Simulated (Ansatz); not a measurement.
Input file:

```
crystal:
  periodic: [false, false, false]
  atoms:
    - {symbol: F, position_ang: [-1.114120, -0.698231, 1.333392]}
    - {symbol: Sn, position_ang: [0.134360, 0.447636, 0.430445]}
    - {symbol: Cl, position_ang: [2.007107, -0.916397, 0.160031]}
    - {symbol: I, position_ang: [-0.971848, 1.106692, -1.944168]}
basis:
  gaussian: {orbitals: def2-TZVPP}
magnetization: {spin_polarized: true, initial_magnetization: 1}
hamiltonian: {xc: pbe0, dispersion: d4}
output: {orbitals: {seedname: orbitals}}
```

Launched as:

```sh
ansatz run in.yaml --threads 4 --pin off --events-out ev --progress --plain --max-ram 10444MiB
```

Geometry: PBE0-D4/def2-TZVP; core potentials replace the inner electrons of Sn and I.

Method: Ansatz, UKS PBE0-D4/def2-TZVPP.

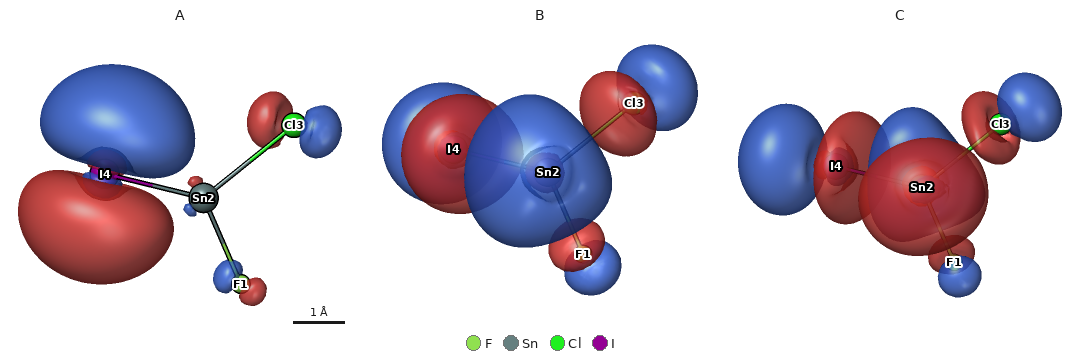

ClFISn (doublet). Three frontier orbitals at ±0.08 Å⁻³ᐟ² (blue and red are the two phases), in no order.

### Which picture is the HOMO−1, the HOMO and the LUMO? All are α orbitals.

A is the HOMO−1 (α) (−8.43 eV). It lies mainly on I4 (about 90 %); largely a lone pair of I4. B is the HOMO (α) (−7.58 eV). It lies mainly on Sn2 (about 45 %), I4 (about 30 %), Cl3 (about 15 %) and F1 (about 5 %). C is the LUMO (α) (−1.62 eV). Its weight (Hirshfeld) is mainly on Sn2 (about 55 %), I4 (about 30 %) and Cl3 (about 10 %).

### What is the gap between the highest occupied and lowest empty α orbitals?

5.96 eV between the orbital energies.
